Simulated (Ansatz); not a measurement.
Input

```
crystal:
  periodic: [false, false, false]
  atoms:
    - {symbol: Si, position_ang: [-0.575520, 1.776195, -0.924635]}
    - {symbol: C, position_ang: [0.180391, -1.768574, 1.201341]}
    - {symbol: H, position_ang: [-1.377811, 1.340013, -2.095539]}
    - {symbol: H, position_ang: [-1.121947, 1.134453, 0.297328]}
    - {symbol: H, position_ang: [-0.635537, 3.251516, -0.791586]}
    - {symbol: H, position_ang: [0.848419, -0.908039, 1.175376]}
    - {symbol: S, position_ang: [1.499196, 1.334853, -1.189310]}
    - {symbol: H, position_ang: [-0.640639, -1.568143, 1.888939]}
    - {symbol: H, position_ang: [0.730103, -2.647381, 1.537087]}
    - {symbol: H, position_ang: [-0.222840, -1.953671, 0.205220]}
    - {symbol: H, position_ang: [1.316183, 0.008778, -1.304218]}
basis:
  gaussian: {orbitals: def2-TZVPP}
hamiltonian: {xc: pbe0, dispersion: d4}
output: {orbitals: {seedname: orbitals}}
```

Run with:

```sh
ansatz run in.yaml --threads 4 --pin off --events-out ev --progress --plain --max-ram 9574MiB
```

The product side of a reaction path; geometry: PBE0-D4/def2-TZVP.

Level of theory: Ansatz, RKS PBE0-D4/def2-TZVPP.

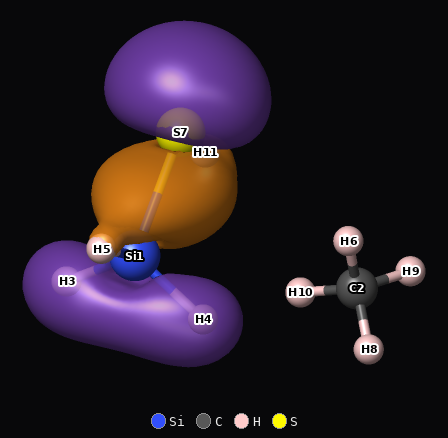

H4SSi···CH4. The HOMO−1 at ±0.1 Å⁻³ᐟ² (orange and purple are the two phases), seen at a tilt.

Where does this orbital lie, and at what energy?

By Hirshfeld shares it lies mainly on S7 (about 60 %), Si1 (about 20 %) and H3 (about 5 %). Its energy is −9.36 eV.
